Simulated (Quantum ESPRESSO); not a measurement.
# Energy and gap at +3 % biaxial strain: Al2O2, 1 layer

Method. Quantum ESPRESSO 7.5 driven by ASE, PBE, GBRV ultrasoft, ESM (bc1); atomic heights clamped; cell area 7.618 Å² at zero strain.

| strain (%) | energy (meV a cell) | gap on the mesh (eV) |
| --- | --- | --- |
| −3 | 151.31 | 1.094 |
| −1.5 | 40.04 | 1.215 |
| 0 | 0.00 | 1.328 |
| +1.5 | 22.90 | 1.436 |

To predict: What are energy and gap at +3 %, and how stiff is the sheet?

**Worked estimate.** About zero, E'' = (40.04 + 22.90 − 2 × 0.00)/1.5² = 27.97 meV per %² and E' = (22.90 − 40.04)/3 = −5.71 meV per %. With E = A K ε², where K = (C11 + C22)/2 + C12 (C11 + C12 for a hexagonal sheet), K = 27.97 × 10/(2 × 7.618) × 16.02 = 294 N/m. The parabola gives E(+3 %) = 0.00 + 3 × (−5.71) + 4.5 × 27.97 = 108.7 meV. Continuing the last slope, the gap is 2 × 1.436 − 1.328 = 1.544 eV.

**Check.** E = 101.2 meV and the gap 1.536 eV. The parabola misses by +7.6 meV, too high, since bonds soften under tension. The gap's line misses by +0.008 eV.

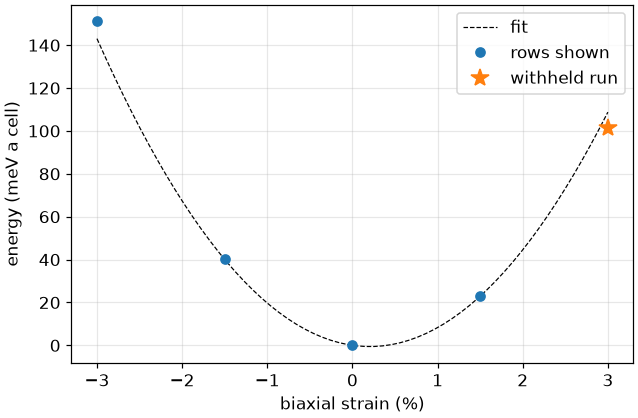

The rows shown, the fit and the withheld run.

Caveats: Clamped heights stiffen sheets with several planes. Semilocal gap, no spin-orbit coupling.
